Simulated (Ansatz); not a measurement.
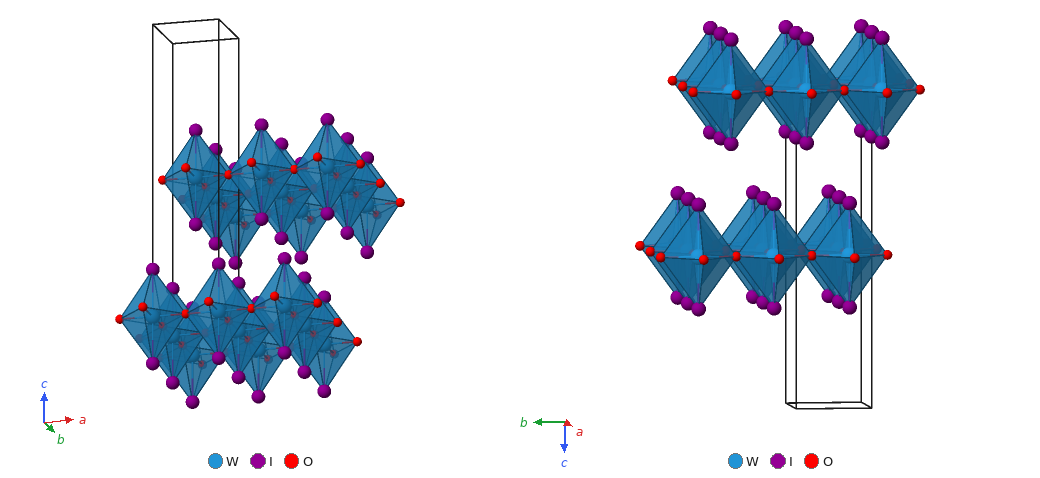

Polyhedra are drawn about W (bonds: I–W below 3 Å and O–W below 2.2 Å); other atoms are plain spheres. Two views of the same piece.

The compound is WI2O2 (space group Immm, No. 71), taken as a calculation's input that goes back to an entry of the Crystallography Open Database (an earlier step may have relaxed or displaced it).

What figure surrounds each W atom, and what does it share with the other drawn polyhedra?

Answer. W: WI2O4 octahedron, sharing corners with four neighbours.

What is the connectivity of the polyhedra: isolated, groups, chains, layers or framework?

Answer. They form layers of corner-sharing octahedra parallel to (001).
